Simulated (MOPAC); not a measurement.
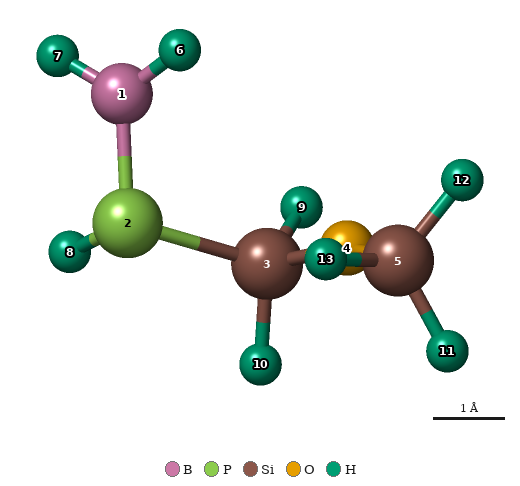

**Figure 1.** The input geometry (ball-and-stick view, seen at a tilt; atoms are numbered from 1 in the order of the input).

**BSi2PH8O: energy and gradient calculation**

System: BSi2PH8O, SMILES BP[SiH2]O[SiH3].
Method: AM1, closed shell, COSMO solvent thf (MOPAC 23.2.5).

The geometry comes from this level: GFN2-xTB.

**The input (input.mop)**
```
PL SINGLET 1SCF GRADIENTS EPS=7.43 AM1 AUX(PRECISION=6) T=10M THREADS=1


B     0.000000  0    0.000000  0    0.000000  0   0   0   0
P     1.829793  1    0.000000  0    0.000000  0   1   0   0
Si    2.228700  1  106.174800  1    0.000000  0   2   1   0
O     1.611965  1  108.527020  1   79.790950  1   3   2   1
Si    1.626313  1  156.466350  1   55.669960  1   4   3   2
H     1.170881  1  118.299230  1  -59.375400  1   1   2   3
H     1.170041  1  120.387210  1  173.461350  1   1   6   2
H     1.381218  1  103.385630  1   23.295900  1   2   1   7
H     1.464559  1  103.133950  1 -179.899530  1   3   4   5
H     1.463092  1  112.473440  1 -117.867610  1   3   9   4
H     1.461968  1  106.233000  1   80.293580  1   5   4   3
H     1.459706  1  112.886470  1 -112.689430  1   5  11   4
H     1.460149  1  113.013400  1 -117.597060  1   5  12   4
```

Hardware: 1 thread of Arm Neoverse N1, 54 GiB of memory available, shared host.

Launched with:
```bash
mopac input.mop
```

**The program's output**
```
MOPAC v23.2.5
AM1 CALCULATION RESULTS

 *  AM1        - The AM1 Hamiltonian to be used
 *  SINGLET    - SPIN STATE DEFINED AS A SINGLET
 *  EPS=7.43   - USE COSMO IMPLICIT SOLVATION MODEL
 *  1SCF       - DO 1 SCF AND THEN STOP
 *  THREADS=1  - MULTI-THREADING NOT USED
 *  AUX        - OUTPUT AUXILIARY INFORMATION
 *  GRADIENTS  - ALL GRADIENTS TO BE PRINTED
 *  PL         - MONITOR CONVERGENCE IN DENSITY MATRIX
PL SINGLET 1SCF GRADIENTS EPS=7.43 AM1 AUX(PRECISION=6) T=10M THREADS=1

  ATOM    CHEMICAL      BOND LENGTH      BOND ANGLE     TWIST ANGLE
 NUMBER    SYMBOL       (ANGSTROMS)      (DEGREES)       (DEGREES)
   (I)                     NA:I           NB:NA:I       NC:NB:NA:I       NA    NB    NC
     1       B          0.00000000       0.0000000       0.0000000        0     0     0
     2       P          1.82979300  *    0.0000000       0.0000000        1     0     0
     3      Si          2.22870000  *  106.1748000  *    0.0000000        2     1     0
     4       O          1.61196500  *  108.5270200  *   79.7909500  *     3     2     1
     5      Si          1.62631300  *  156.4663500  *   55.6699600  *     4     3     2
     6       H          1.17088100  *  118.2992300  *  -59.3754000  *     1     2     3
     7       H          1.17004100  *  120.3872100  *  173.4613500  *     1     6     2
     8       H          1.38121800  *  103.3856300  *   23.2959000  *     2     1     7
     9       H          1.46455900  *  103.1339500  * -179.8995300  *     3     4     5
    10       H          1.46309200  *  112.4734400  * -117.8676100  *     3     9     4
    11       H          1.46196800  *  106.2330000  *   80.2935800  *     5     4     3
    12       H          1.45970600  *  112.8864700  * -112.6894300  *     5    11     4
    13       H          1.46014900  *  113.0134000  * -117.5970600  *     5    12     4

          CARTESIAN COORDINATES

    NO.       ATOM           X           Y           Z

     1         B          0.0000      0.0000      0.0000
     2         P          1.8298      0.0000      0.0000
     3        Si          2.4506      2.1405      0.0000
     4         O          2.3331      2.7079      1.5042
     5        Si          2.6148      2.7579      3.1052
     6         H         -0.5551      0.5252      0.8871
     7         H         -0.6023     -0.6065     -0.7990
     8         H          2.1496     -0.3230     -1.3043
     9         H          1.6196      3.0676     -0.7712
    10         H          3.8514      2.1617     -0.4219
    11         H          3.9240      3.3873      3.2703
    12         H          1.5217      3.5791      3.6165
    13         H          2.5997      1.3957      3.6307

           Empirical Formula: H8 O B P Si2  =    13 atoms

      MOLECULAR POINT GROUP   :   C1

 SINGLET STATE CALCULATION

      RHF CALCULATION, NO. OF DOUBLY OCCUPIED LEVELS = 15

 ITERATION   1 PLS= 0.100E+01 0.000E+00 ENERGY     3704.495876 DELTAE 3604.4958760
 ITERATION   2 PLS= 0.129E+01 0.000E+00 ENERGY        2.165157 DELTAE-3702.3307192
 ITERATION   3 PLS= 0.708E-01 0.000E+00 ENERGY      -21.086979 DELTAE  -23.2521355
 ITERATION   4 PLS= 0.447E-01 0.000E+00 ENERGY      -82.706482 DELTAE  -61.6195034
 ITERATION   5 PLS= 0.149E-01 0.000E+00 ENERGY      -40.889483 DELTAE   41.8169994
 ITERATION   6 PLS= 0.431E-01 0.000E+00 ENERGY      -42.785242 DELTAE   -1.8957595
 ITERATION   7 PLS= 0.348E-01 0.000E+00 ENERGY      -47.635512 DELTAE   -4.8502700
 ITERATION   8 PLS= 0.488E-02 0.000E+00 ENERGY      -44.228104 DELTAE    3.4074081
 ITERATION   9 PLS= 0.303E-02 0.000E+00 ENERGY      -44.248685 DELTAE   -0.0205811
 ITERATION  10 PLS= 0.185E-02 0.000E+00 ENERGY      -44.271819 DELTAE   -0.0231343
 ITERATION  11 PLS= 0.578E-03 0.000E+00 ENERGY      -44.258948 DELTAE    0.0128711
 ITERATION  12 PLS= 0.400E-03 0.000E+00 ENERGY      -44.259079 DELTAE   -0.0001307
 ITERATION  13 PLS= 0.280E-03 0.000E+00 ENERGY      -44.259516 DELTAE   -0.0004365
 ITERATION  14 PLS= 0.396E-04 0.000E+00 ENERGY      -44.259211 DELTAE    0.0003049
 ITERATION   1 PLS= 0.216E-04 0.000E+00 ENERGY      -54.122670 DELTAE -154.1226702
 ITERATION   2 PLS= 0.336E-01 0.000E+00 ENERGY      -55.161889 DELTAE   -1.0392188
 ITERATION   3 PLS= 0.210E-01 0.000E+00 ENERGY      -55.574176 DELTAE   -0.4122869
 ITERATION   4 PLS= 0.146E-01 0.000E+00 ENERGY      -57.042874 DELTAE   -1.4686983
 ITERATION   5 PLS= 0.173E-02 0.000E+00 ENERGY      -56.044086 DELTAE    0.9987887
 ITERATION   6 PLS= 0.137E-02 0.000E+00 ENERGY      -56.047467 DELTAE   -0.0033812
 ITERATION   7 PLS= 0.982E-03 0.000E+00 ENERGY      -56.058088 DELTAE   -0.0106210
 ITERATION   8 PLS= 0.251E-03 0.000E+00 ENERGY      -56.050569 DELTAE    0.0075185
 ITERATION   9 PLS= 0.151E-03 0.000E+00 ENERGY      -56.050605 DELTAE   -0.0000357

 -------------------------------------------------------------------------------
 PL SINGLET 1SCF GRADIENTS EPS=7.43 AM1 AUX(PRECISION=6) T=10M THREADS=1

     1SCF WAS SPECIFIED, SO BFGS WAS NOT USED
     SCF FIELD WAS ACHIEVED

                              AM1 CALCULATION

          FINAL HEAT OF FORMATION =        -56.05065 KCAL/MOL =    -234.51590 KJ/MOL
          VAN DER WAALS AREA      =        170.26 SQUARE ANGSTROMS

          DIELECTRIC ENERGY       =         -0.60766 EV
          COSMO AREA              =        170.26 SQUARE ANGSTROMS
          COSMO VOLUME            =        174.51 CUBIC ANGSTROMS

          GRADIENT NORM           =        161.23366          =       44.71817 PER ATOM
          IONIZATION POTENTIAL    =         10.412991 EV
          HOMO LUMO ENERGIES (EV) =        -10.413 -0.326
          NO. OF FILLED LEVELS    =         15
          MOLECULAR WEIGHT        =        122.0174         POINT GROUP:  C1

          MOLECULAR DIMENSIONS (Angstroms)

            Atom       Atom       Distance
            H    11    H     7     7.27991
            H    12    H    10     4.60751
            H     9    H    13     3.74942

          SCF CALCULATIONS        =          2

          WALL-CLOCK TIME         =      0.016 SECONDS
          COMPUTATION TIME        =      0.019 SECONDS

          LARGEST ATOMIC GRADIENTS

          Atom     Label                     Cartesian Gradients           Cartesian Coordinates       |Gradient|
                                           X          Y          Z        X          Y          Z

             4       O                -105.508    -23.655     -0.189    2.33315    2.70787    1.50422    108.127
             5      Si                -107.822     -5.810     -0.845    2.61480    2.75794    3.10518    107.982
             2       P                  35.089      0.000      0.000    1.82979    0.00000    0.00000     35.089
             7       H                 -12.206    -17.894      1.627   -0.60231   -0.60653   -0.79896     21.721
             3      Si                 -18.101     -7.831      0.000    2.45064    2.14048    0.00000     19.723
             6       H                 -12.443     -1.052     -3.234   -0.55509    0.52517    0.88715     12.899
            10       H                   6.215     -0.101      9.335    3.85142    2.16168   -0.42191     11.215
             9       H                   3.702     -9.174      1.814    1.61958    3.06756   -0.77123     10.057
            13       H                   2.039      4.009      6.200    2.59966    1.39574    3.63074      7.660
            12       H                   0.956      3.482      4.683    1.52166    3.57909    3.61655      5.914

       FINAL  POINT  AND  DERIVATIVES

   PARAMETER     ATOM    TYPE            VALUE        GRADIENT
      1          2  P    BOND            1.829793     35.089128  KCAL/ANGSTROM
      2          3 Si    BOND            2.228700    -18.101338  KCAL/ANGSTROM
      3          3 Si    ANGLE         106.174800     -7.831362  KCAL/RADIAN
      4          4  O    BOND            1.611965   -105.507611  KCAL/ANGSTROM
      5          4  O    ANGLE         108.527020    -23.655345  KCAL/RADIAN
      6          4  O    DIHEDRAL       79.790950     -0.189410  KCAL/RADIAN
      7          5 Si    BOND            1.626313   -107.822391  KCAL/ANGSTROM
      8          5 Si    ANGLE         156.466350     -5.810045  KCAL/RADIAN
      9          5 Si    DIHEDRAL       55.669960     -0.844695  KCAL/RADIAN
     10          6  H    BOND            1.170881    -12.443146  KCAL/ANGSTROM
     11          6  H    ANGLE         118.299230     -1.051736  KCAL/RADIAN
     12          6  H    DIHEDRAL      -59.375400     -3.233612  KCAL/RADIAN
     13          7  H    BOND            1.170041    -12.205799  KCAL/ANGSTROM
     14          7  H    ANGLE         120.387210    -17.893830  KCAL/RADIAN
     15          7  H    DIHEDRAL      173.461350      1.627117  KCAL/RADIAN
     16          8  H    BOND            1.381218      2.944089  KCAL/ANGSTROM
     17          8  H    ANGLE         103.385630      3.045371  KCAL/RADIAN
     18          8  H    DIHEDRAL       23.295900      3.726768  KCAL/RADIAN
     19          9  H    BOND            1.464559      3.701984  KCAL/ANGSTROM
     20          9  H    ANGLE         103.133950     -9.173559  KCAL/RADIAN
     21          9  H    DIHEDRAL     -179.899530      1.814061  KCAL/RADIAN
     22         10  H    BOND            1.463092      6.214823  KCAL/ANGSTROM
     23         10  H    ANGLE         112.473440     -0.100905  KCAL/RADIAN
     24         10  H    DIHEDRAL     -117.867610      9.334751  KCAL/RADIAN
     25         11  H    BOND            1.461968      2.179696  KCAL/ANGSTROM
     26         11  H    ANGLE         106.233000     -5.385426  KCAL/RADIAN
     27         11  H    DIHEDRAL       80.293580      0.293025  KCAL/RADIAN
     28         12  H    BOND            1.459706      0.955693  KCAL/ANGSTROM
     29         12  H    ANGLE         112.886470      3.482425  KCAL/RADIAN
     30         12  H    DIHEDRAL     -112.689430      4.683142  KCAL/RADIAN
     31         13  H    BOND            1.460149      2.038693  KCAL/ANGSTROM
     32         13  H    ANGLE         113.013400      4.009267  KCAL/RADIAN
     33         13  H    DIHEDRAL     -117.597060      6.200459  KCAL/RADIAN

  ATOM    CHEMICAL      BOND LENGTH      BOND ANGLE     TWIST ANGLE
 NUMBER    SYMBOL       (ANGSTROMS)      (DEGREES)       (DEGREES)
   (I)                     NA:I           NB:NA:I       NC:NB:NA:I       NA    NB    NC
     1       B          0.00000000       0.0000000       0.0000000        0     0     0
     2       P          1.82979300  *    0.0000000       0.0000000        1     0     0
     3      Si          2.22870000  *  106.1748000  *    0.0000000        2     1     0
     4       O          1.61196500  *  108.5270200  *   79.7909500  *     3     2     1
     5      Si          1.62631300  *  156.4663500  *   55.6699600  *     4     3     2
     6       H          1.17088100  *  118.2992300  *  -59.3754000  *     1     2     3
     7       H          1.17004100  *  120.3872100  *  173.4613500  *     1     6     2
     8       H          1.38121800  *  103.3856300  *   23.2959000  *     2     1     7
     9       H          1.46455900  *  103.1339500  * -179.8995300  *     3     4     5
    10       H          1.46309200  *  112.4734400  * -117.8676100  *     3     9     4
    11       H          1.46196800  *  106.2330000  *   80.2935800  *     5     4     3
    12       H          1.45970600  *  112.8864700  * -112.6894300  *     5    11     4
    13       H          1.46014900  *  113.0134000  * -117.5970600  *     5    12     4

                             CARTESIAN COORDINATES

   1    B        0.000000000     0.000000000     0.000000000
   2    P        1.829793000     0.000000000     0.000000000
   3   Si        2.450639106     2.140479807     0.000000000
   4    O        2.333148482     2.707873401     1.504224592
   5   Si        2.614801665     2.757941344     3.105180138
   6    H       -0.555087021     0.525172951     0.887149416
   7    H       -0.602314627    -0.606528604    -0.798959376
   8    H        2.149550382    -0.322975227    -1.304302642
   9    H        1.619577305     3.067557061    -0.771230907
  10    H        3.851418677     2.161682535    -0.421906669
  11    H        3.924016817     3.387252024     3.270329116
  12    H        1.521662324     3.579092690     3.616549335
  13    H        2.599656588     1.395741896     3.630744968

           Empirical Formula: H8 O B P Si2  =    13 atoms

      MOLECULAR POINT GROUP   :   C1

                  EIGENVALUES
 -36.50848 -24.38199 -19.81147 -19.31456 -15.90918 -15.51741 -14.90606 -13.86521
 -13.20669 -12.37537 -11.78708 -11.54015 -11.10392 -10.78558 -10.41299  -0.32578
   0.80498   1.20800   1.42870   1.59086   1.63911   1.89174   2.12736   2.26960
   2.37046   3.52971   4.77024   5.86211

              NET ATOMIC CHARGES AND DIPOLE CONTRIBUTIONS

  ATOM NO.   TYPE          CHARGE      No. of ELECS.   s-Pop       p-Pop
    1          B           0.526170        2.4738     1.25579     1.21804
    2          P          -1.319983        6.3200     1.86065     4.45933
    3         Si           1.541908        2.4581     0.77379     1.68430
    4          O          -0.878553        6.8786     1.77982     5.09874
    5         Si           1.268466        2.7315     0.79664     1.93490
    6          H          -0.060071        1.0601     1.06007
    7          H          -0.064604        1.0646     1.06460
    8          H           0.309961        0.6900     0.69004
    9          H          -0.258660        1.2587     1.25866
   10          H          -0.271009        1.2710     1.27101
   11          H          -0.269581        1.2696     1.26958
   12          H          -0.257649        1.2576     1.25765
   13          H          -0.266396        1.2664     1.26640
 DIPOLE           X         Y         Z       TOTAL
 POINT-CHG.    -1.135     3.559    -1.227     3.932
 HYBRID        -0.258    -0.211    -1.027     1.079
 SUM           -1.393     3.348    -2.254     4.269

          ATOMIC ORBITAL ELECTRON POPULATIONS

     Atom    s        px        py        pz
    1  B   1.25579   0.45987   0.25484   0.50332
    2  P   1.86065   1.46418   1.60625   1.38890
    3 Si   0.77379   0.68977   0.47844   0.51610
    4  O   1.77982   1.87723   1.80774   1.41376
    5 Si   0.79664   0.72074   0.72867   0.48549
    6  H   1.06007
    7  H   1.06460
    8  H   0.69004
    9  H   1.25866
   10  H   1.27101
   11  H   1.26958
   12  H   1.25765
   13  H   1.26640

 *                    *
 * JOB ENDED NORMALLY *
 *                    *

 TOTAL JOB TIME:             0.02 SECONDS

 == MOPAC DONE ==
```

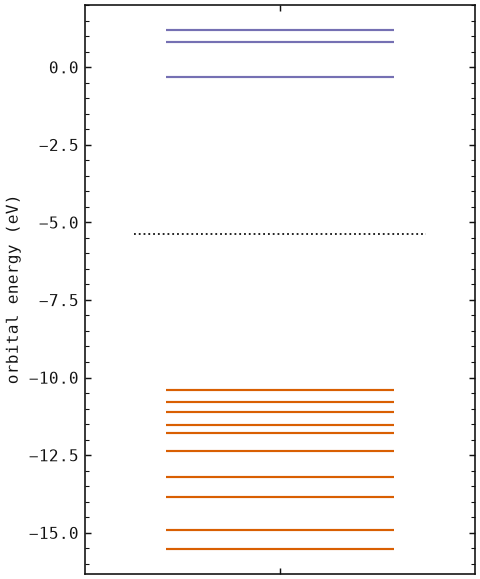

**Figure 2.** Orbital energies near the frontier; the dotted line parts filled from empty levels, and levels within 0.02 eV of each other stand side by side. Highest filled −10.41 eV, lowest empty −0.33 eV, 10.08 eV apart.

**Results in brief**

| quantity | value |
| --- | --- |
| outcome | converged |
| heat of formation | −56.05 kcal/mol |
| basis functions | 28 |
| HOMO | −10.41 eV |
| LUMO | −0.33 eV |
| dipole moment | 4.27 D |
| peak memory | 0.12 GiB |

**Remarks**

MOPAC's energies along a path are heats of formation.
